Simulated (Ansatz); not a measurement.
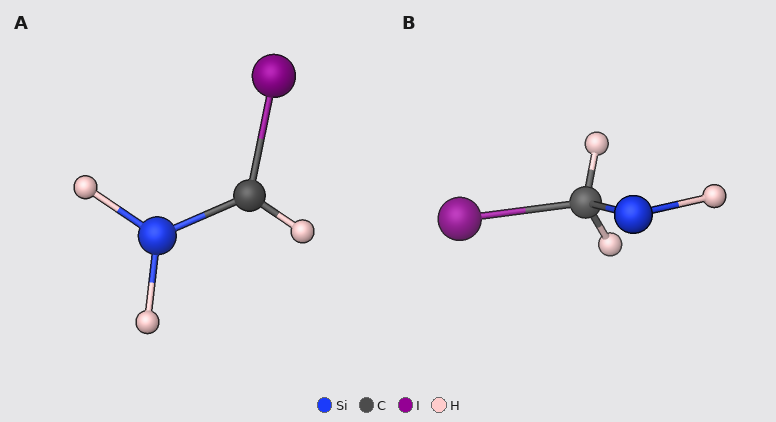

2 stationary structures of one formula. Geometries: PBE-D4/def2-SVP. Electronic energies: PBE-D4/def2-SVP (Ansatz 0.2.0), without zero-point energy. No frequency run is at hand to confirm each as a minimum.

Question: Which structure is the most stable?

Answer: A is lowest (Cs); B lies 17.0 kJ/mol above it (Cs).
